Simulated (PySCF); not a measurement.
# CAM-B3LYP/cc-pVDZ run of AlH2SCl3 (SMILES [SH2]->[Al]([Cl])([Cl])[Cl])

What is the vertical ionisation energy of AlH2SCl3 at CAM-B3LYP/cc-pVDZ? 

The results are computed with PySCF 2.14.0.

## 1. The structure to begin with

AlH2SCl3 has 7 atoms, charge 0, and is taken as a singlet. As SMILES, `[SH2]->[Al]([Cl])([Cl])[Cl]`. The shape comes from GFN2-xTB, which is rough for such elements, and wasn't checked as a minimum.

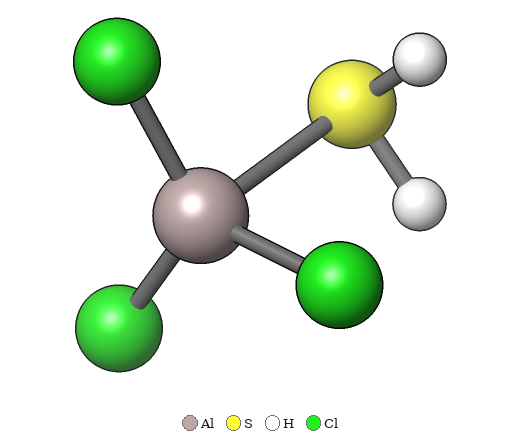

The structure, seen from a chosen angle (aluminium light grey, sulfur yellow, hydrogen white, chlorine green).

## 2. The energy at CAM-B3LYP/cc-pVDZ

calc.py

```python
# Al(H2S)Cl3
from pyscf import gto, dft

mol = gto.Mole()
mol.atom = '''
Al     0.262748    -0.450473    -2.066000
S      0.267982    -0.449944     3.106029
H      0.958469     1.968490     3.163118
H     -2.180158     0.125516     3.153140
Cl     4.093751    -0.359067    -2.507780
Cl    -1.678946     2.897045    -2.360646
Cl    -1.723846    -3.731567    -2.487862
'''
mol.unit = 'bohr'
mol.charge = 0
mol.max_memory = 1860
mol.basis = 'cc-pvdz'
mol.verbose = 3
mol.build()

mf = dft.RKS(mol, xc='cam-b3lyp')
mf.conv_tol = 1e-10
mf.grids.level = 4
mf.kernel()
if not mf.converged:
    mf = mf.newton().run(mf.mo_coeff, mf.mo_occ)

energy = mf.e_tot
print(f'total energy: {energy:.8f} hartree')
```

On the command line:

```sh
OMP_NUM_THREADS=1 python calc.py
```

Log:

```text
converged SCF energy = -2022.70421650064
total energy: -2022.70421650 hartree
```

Wall time 41 s (1 thread of Arm Neoverse V1, shared host); peak memory 0.53 GiB.

## 3. The doublet cation

mol.xyz

```xyz
7

Al     0.139040    -0.238380    -1.093280
S      0.141810    -0.238100     1.643640
H      0.507200     1.041680     1.673850
H     -1.153690     0.066420     1.668570
Cl     2.166320    -0.190010    -1.327060
Cl    -0.888460     1.533050    -1.249200
Cl    -0.912220    -1.974660    -1.316520
```

run.py

```python
from pyscf import gto, dft

system = gto.M(
    atom='mol.xyz',
    basis='cc-pvdz',
    spin=1,
    verbose=3,
    max_memory=1860,
    charge=1,
)

calc0 = dft.UKS(system, xc='cam-b3lyp')
calc0.grids.level = 4
calc0.conv_tol = 1e-10
calc0.kernel()
if not calc0.converged:
    calc0 = calc0.newton().run(calc0.mo_coeff, calc0.mo_occ)

energy = calc0.e_tot
print('Final energy', energy)
```

On the command line:

```sh
OMP_NUM_THREADS=1 python run.py
```

Log:

```text
WARN: HOMO -0.507091591597173 >= LUMO -0.506121205890298

converged SCF energy = -2022.29792452185  <S^2> = 0.75868877  2S+1 = 2.00867
Final energy -2022.2979245218455
```

Wall time 1.9 min (1 thread of Arm Neoverse V1, shared host); peak memory 0.55 GiB.

## 4. Outcome

Level: CAM-B3LYP/cc-pVDZ.

```
                                          quantity           value
                    singlet AlH2SCl3: total energy  -2022.70422 Eh
                   singlet AlH2SCl3: dipole moment          3.50 D
                     singlet AlH2SCl3: HOMO energy       -10.11 eV
                     singlet AlH2SCl3: LUMO energy         1.02 eV
                   singlet AlH2SCl3: HOMO–LUMO gap        11.13 eV
                      doublet cation: total energy  -2022.29792 Eh
doublet cation: HOMO energy (highest over α and β)       -15.00 eV
 doublet cation: LUMO energy (lowest over α and β)       -11.98 eV
                              doublet cation: ⟨S²⟩           0.759
vertical ionisation energy (to the doublet cation)       11.056 eV
```

What this shows: Removing an electron at fixed nuclei costs 11.06 eV (1067 kJ/mol). −ε(HOMO) before ionisation, 10.11 eV, is 0.94 eV below this ionisation energy. Mulliken charges (singlet AlH2SCl3) run from -0.21 on Cl6 to +0.37 on Al1; they depend strongly on the basis.
